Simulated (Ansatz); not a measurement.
# CCSDT/STO-3G run of BH5O (B(H2O)H3)

Aim: the vertical ionisation energy of BH5O (B(H2O)H3) at CCSDT/STO-3G, from 2 runs. 

Program for the calculation: Ansatz 0.2.0.

53 further runs of the same task are left out: 53 set aside as unsound or not needed.

## Step 1: The molecule

The species is BH5O (7 atoms), meant as a singlet with charge 0. SMILES: `[H]B([H])([H])<-O`. The shape is that of a GFN2-xTB optimisation.

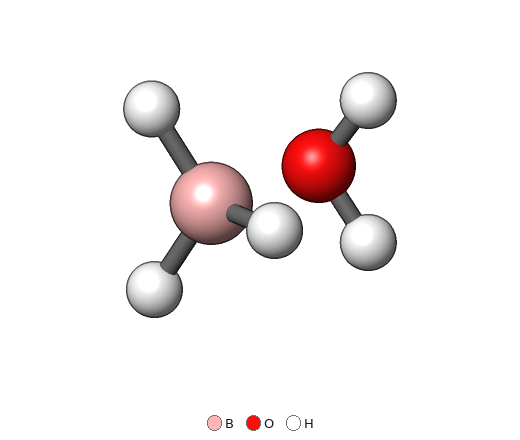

Viewed from a chosen angle; boron pink, oxygen red, hydrogen white.

## Step 2: A single-point energy at CCSDT/STO-3G

File input.yaml:

```yaml
crystal:
  periodic: [false, false, false]
  atoms:
    - {symbol: B, position_ang: [0.067800, -0.111690, -0.668890]}
    - {symbol: O, position_ang: [0.100820, -0.146640, 1.030730]}
    - {symbol: H, position_ang: [-0.836060, -0.142600, 1.252490]}
    - {symbol: H, position_ang: [0.486320, 0.708910, 1.244780]}
    - {symbol: H, position_ang: [1.210120, -0.068530, -0.970290]}
    - {symbol: H, position_ang: [-0.544260, 0.876330, -0.930190]}
    - {symbol: H, position_ang: [-0.484730, -1.115770, -0.958620]}
basis:
  gaussian:
    orbitals: STO-3G
accuracy: high
correlation:
  method: ccsdt
  frozen_orbitals: {B: 1, H: 0, O: 1}
scf:
  omitted_lower_state_checks: [cluster_reference, increment]
```

Command:

```
$ ansatz run input.yaml --threads 1 --pin off --max-ram 2610MiB --events-out events.jsonl --progress --plain --runs-dir runs
```

Output, shortened:

```text
Warning: RAYON_NUM_THREADS=1 ignored (pool sized by the plan → 1); use --threads N
Functional definition: HF
  name "HF"
[...]
251 factors; integrals over basis functions are off by at most 5.0e-8 eV
[...]
mean field -2750.90524247 eV, -101.0939030302 hartree, gradient 8.9e-9 eV, S^2 0.000000; 0 other end points of the search recorded, 0 dependent functions left out
2 core orbitals not correlated: weight in the atoms' cores, before any rotation towards them, 1.000 or more for the frozen orbitals, at most 0.000 for the correlated occupied ones
reference -2750.90524247 eV, -101.0939030302 hartree; 7, 7 occupied and 6, 6 virtual orbitals, 251 factors
second order -2.34524486 eV of doubles, -0.00000000 eV of singles
cycle   1  -2.86601037 eV  change   -5.2e-1 eV  update   5.6e-2
[...]
cycle  19  -3.16450226 eV  change   8.3e-11 eV  update   1.2e-9
Total energy: -2754.06974472 eV, -101.2101963431 hartree
Checks for a lower state left out: cluster_reference, increment
```

It took 0.18 s on 1 thread of Arm Neoverse V2, shared host.

## Step 3: The doublet cation at the same level

File job.yaml:

```yaml
basis:
  gaussian:
    orbitals: STO-3G
crystal:
  periodic: [false, false, false]
  atoms:
    - {symbol: B, position_ang: [0.067800, -0.111690, -0.668890]}
    - {symbol: O, position_ang: [0.100820, -0.146640, 1.030730]}
    - {symbol: H, position_ang: [-0.836060, -0.142600, 1.252490]}
    - {symbol: H, position_ang: [0.486320, 0.708910, 1.244780]}
    - {symbol: H, position_ang: [1.210120, -0.068530, -0.970290]}
    - {symbol: H, position_ang: [-0.544260, 0.876330, -0.930190]}
    - {symbol: H, position_ang: [-0.484730, -1.115770, -0.958620]}
total_charge: 1
magnetization:
  spin_polarized: true
  initial_magnetization: 1
correlation:
  method: ccsdt
  frozen_orbitals: {B: 1, H: 0, O: 1}
accuracy: high
scf:
  omitted_lower_state_checks: [cluster_reference, increment]
```

Command:

```
$ ansatz run job.yaml --threads 1 --pin off --max-ram 2610MiB --events-out events.jsonl --progress --plain --runs-dir runs
```

Output:

```text
Warning: RAYON_NUM_THREADS=1 ignored (pool sized by the plan → 1); use --threads N
[... 13 lines left out ...]
2 core orbitals not correlated: weight in the atoms' cores, before any rotation towards them, 1.000 or more for the frozen orbitals, at most 0.000 for the correlated occupied ones
[... 40 lines left out ...]
Total energy: -2744.49339853 eV, -100.8582721115 hartree
Checks for a lower state left out: cluster_reference, increment
```

Wall time 0.72 s (1 thread of Arm Neoverse V2, shared host).

## Step 4: Summary of results

At CCSDT/STO-3G, 2 core orbitals frozen:

| quantity | value |
| --- | --- |
| singlet BH5O: total energy | -101.21020 Eh |
| singlet BH5O: correlation energy (2 core orbitals frozen) | -116.3 mEh |
| singlet BH5O: T1 diagnostic | 0.007 |
| doublet cation: total energy | -100.85827 Eh |
| doublet cation: correlation energy (2 core orbitals frozen) | -120.8 mEh |
| doublet cation: ⟨S²⟩ of the reference determinant | 0.761 |
| doublet cation: T1 diagnostic | 0.026 |
| vertical ionisation energy (to the doublet cation) | 9.576 eV |

**Reading.** The vertical ionisation energy comes to 9.58 eV (924 kJ/mol). In a minimal basis such a difference can be off by several eV, whatever the method.
